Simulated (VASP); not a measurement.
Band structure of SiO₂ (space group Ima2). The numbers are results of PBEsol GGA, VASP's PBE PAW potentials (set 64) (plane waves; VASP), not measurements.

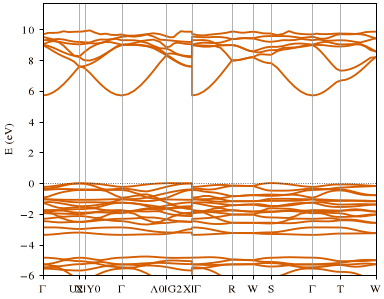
Bands along high-symmetry lines, zero at the valence-band maximum or, without a gap, the Fermi level

Problem. Read the plot: is there a gap, and where are the band edges?

Solution. The gap is indirect, 5.71 eV, from the valence maximum at S to the conduction minimum at Γ. (Edges off the drawn lines would not show.)

The structure comes from a computed database's SiO2 entry (Ima2); how it stands against other phases isn't given here. It was relaxed first.
